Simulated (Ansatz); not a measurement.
Cost and result by functional for the adsorption energy of O on the 1x1 (0001) surface of hcp Ti, one in a 2x2 cell, started at the site 'hollow Ti-Ti-Ti', in Ansatz (plane waves, PAW). Single points on the PBE structure, on one kind of machine; costs are rough ratios of the slab run's core time (references not counted) to the cheapest single point. r2SCAN's cost holds its higher cutoff (500 against 420 eV). Differences are taken against r2SCAN for comparison alone: no measured value is at hand, so the table doesn't rank accuracy.

Model: 17-atom slab, 6.8 Å thick at the start under the adsorbate (thin: gaps and levels are the slab's own), 6x6x1 mesh, Fermi-Dirac 0.1 eV, dipole correction, 8 atoms held, the rest relaxed; held to the start's symmetry, so lower structures may exist; no spin, no spin-orbit, no U, no dispersion correction. At the end it is bonded to 3 Ti. In PBE it is, or lies within 0.03 eV of, the lowest of the starts that converged. These notes are the PBE run's. Adsorption energies are against ½ O2(g). A negative adsorption energy means that the adsorbate is more stable on the surface than in its reference.

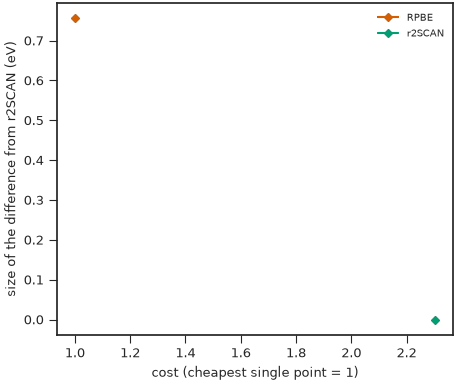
*Difference from r2SCAN against cost*

```
functional                     relative cost  adsorption energy (eV)  less r2SCAN (eV)
-----------------------------  -------------  ----------------------  ----------------
RPBE                                       1                   -5.61              0.76
r2SCAN                                     2                   -6.37              0.00
PBE (the relaxed run's value)              –                   -5.87              0.50
```

The values span 0.76 eV, while the single points' costs differ by a factor of roughly 2. Differences are of unrounded values.

Ansatz is a program for electronic structure.
